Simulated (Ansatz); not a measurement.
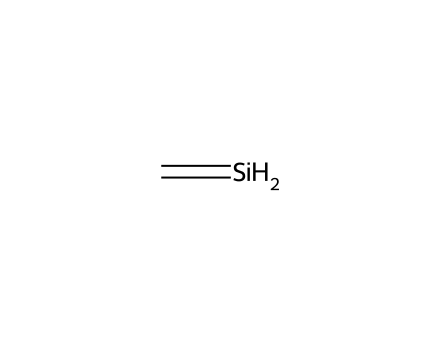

The geometry was computed by an optimisation with PBE0-D4/def2-TZVP. No frequency run is at hand to confirm it as a minimum. Method: RKS PBE0-D4/def2-TZVP (Ansatz 0.2.0).

> Give the dipole moment at this level.

0.75 D.
